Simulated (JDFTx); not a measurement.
System: ZrSi2(110) (Cmcm bulk; lattice of mp-1515, not re-optimised at this level), 1x1 cell of 14 atoms in 14 planes (Si outermost, slab composition Zr4Si10), area 28.14 Å² a face, 7.7 Å between the outermost planes in a cell 23.5 Å high; k mesh 6×4×1, Fermi width 0.01 Ha, no spin polarisation. Whether this polymorph is the ambient one wasn't checked. Neither spin polarisation nor a larger cell was tried.

Method: PBE, GBRV ultrasoft potentials, plane waves to 20/100 Ha, in JDFTx (a modified build). Liquid on both sides: CANDLE, water, 0.5 M NaCl; nuclei fixed. Potentials refer to SHE, placed 4.44 V below the bulk liquid's zero by convention.

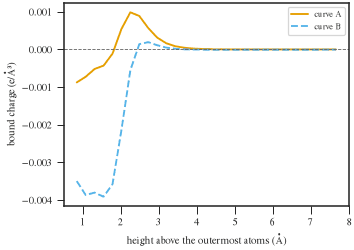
Figure. Plane-averaged bound charge of the liquid for two states of the electrode

Task: One curve is the neutral slab. Which, and what is the sign of the other's charge?

Result: Curve A is neutral (potential of zero charge, 0.19 V). Curve B is positively charged, 9.1 μC/cm² at 0.90 V.
